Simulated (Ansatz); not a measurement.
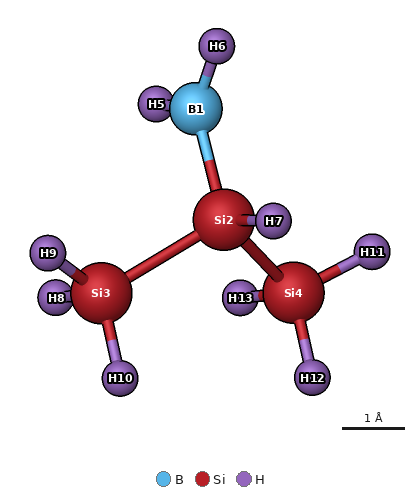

**Figure 1.** The structure (ball-and-stick view, seen at a tilt; atoms are numbered from 1 in the order of the input).

# BSi$_{3}$H$_{9}$: a changed input and its effect

System: BSi$_{3}$H$_{9}$.
Method of the first run: RKS SPW92 (LDA)/def2-TZVPP (Ansatz 0.2.0).

The geometry comes from this level: PBE0-D4/def2-TZVP. Text and figures count atoms from 1; the logs count them from 0 in places.

## The input, the first run
```yaml
crystal:
  periodic: [false, false, false]
  atoms:
    - {symbol: B, position_ang: [-0.295504, 1.876568, -1.032699]}
    - {symbol: Si, position_ang: [0.433114, 0.065839, -0.650436]}
    - {symbol: Si, position_ang: [1.388364, 0.083356, 1.491183]}
    - {symbol: Si, position_ang: [-1.361318, -1.435039, -0.485128]}
    - {symbol: H, position_ang: [-1.095611, 2.344089, -0.275724]}
    - {symbol: H, position_ang: [0.024920, 2.525626, -1.983316]}
    - {symbol: H, position_ang: [1.426614, -0.453675, -1.633842]}
    - {symbol: H, position_ang: [0.356174, 0.493674, 2.480488]}
    - {symbol: H, position_ang: [2.531024, 1.032647, 1.573620]}
    - {symbol: H, position_ang: [1.878011, -1.276811, 1.843251]}
    - {symbol: H, position_ang: [-2.122168, -1.522356, -1.760760]}
    - {symbol: H, position_ang: [-0.860249, -2.792914, -0.140186]}
    - {symbol: H, position_ang: [-2.282871, -0.975605, 0.588249]}
basis:
  gaussian: {orbitals: def2-TZVPP}
hamiltonian: {xc: lda}
output: {orbitals: {seedname: orbitals}}
```

Launched with:
```bash
ansatz run in.yaml --threads 4 --pin off --events-out ev --progress --plain --max-ram 10444MiB
```

Hardware: 4 threads of Arm Neoverse V2, 23 GiB of memory available, shared host.

## Output (the first run)
```
Functional definition: SPW92
  exchange = slater_x
  correlation = pw_c
1564 factors; their error is unknown
mean field evaluation 1: about -24346.8408 eV, gradient 3.1e1 eV
mean field evaluation 2: about -24346.9623 eV, gradient 3.1e1 eV
mean field evaluation 4: about -24350.5411 eV, gradient 3.3e0 eV
mean field evaluation 8: about -24350.5219 eV, gradient 3.0e-1 eV
mean field evaluation 16: about -24350.5220 eV, gradient 5.2e-5 eV
mean field -24350.52202608 eV, -894.8651790819 hartree, gradient 5.2e-5 eV, S^2 0.000000; 0 other end points of the search recorded, 0 dependent functions left out
reference -24350.52207955 eV, -894.8651810466 hartree; 28, 28 occupied and 255, 255 virtual orbitals, 1564 factors
Total energy: -24350.52207955 eV, -894.8651810466 hartree
```

For the second run the input was changed thus:
```diff
-hamiltonian: {xc: lda}
+hamiltonian: {xc: {name: revPBE}, dispersion: d4}
```

What does this change do to the results?

The total energies belong to different models, so their difference says nothing on which is more stable or more accurate. The HOMO goes from −6.96 to −6.86 eV. The LUMO goes from −3.70 to −3.34 eV.

## Output (the second run)
```
Functional definition: revPBE
  parameter kappa = 1.245
  parameter beta = 0.06672455060314922
  exchange = pbe_x(kappa = kappa, mu = beta*pi^2/3)
  correlation = pbe_c(beta = beta)
1564 factors; their error is unknown
mean field evaluation 1: about -24447.5156 eV, gradient 2.8e1 eV
mean field evaluation 2: about -24447.9665 eV, gradient 2.5e1 eV
mean field evaluation 4: about -24450.4676 eV, gradient 2.3e0 eV
mean field evaluation 8: about -24450.4824 eV, gradient 4.1e-2 eV
mean field evaluation 16: about -24450.4282 eV, gradient 2.9e-5 eV
mean field -24450.42815379 eV, -898.5366615565 hartree, gradient 2.9e-5 eV, S^2 0.000000; 0 other end points of the search recorded, 0 dependent functions left out
reference -24450.42822450 eV, -898.5366641549 hartree; 28, 28 occupied and 255, 255 virtual orbitals, 1564 factors
Total energy: -24451.22982606 eV, -898.5661224687 hartree
```

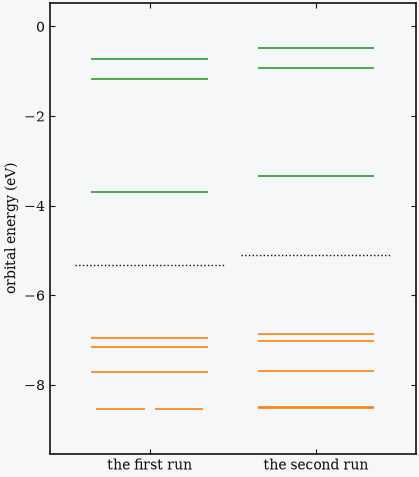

**Figure 2.** The five highest filled and three lowest empty orbital energies of the two runs; the dotted lines part filled from empty levels. The HOMO–LUMO gap is 3.26 eV in the first run and 3.52 eV in the second run.

## The two runs side by side

| quantity | the first run | the second run |
| --- | --- | --- |
| outcome | converged | converged |
| total energy (hartree) | −894.865181 | −898.566122 |
| HOMO (eV) | −6.96 | −6.86 |
| LUMO (eV) | −3.70 | −3.34 |
| basis functions | 283 | 283 |
| wall time (shared host) | 1.2 s | 2 s |
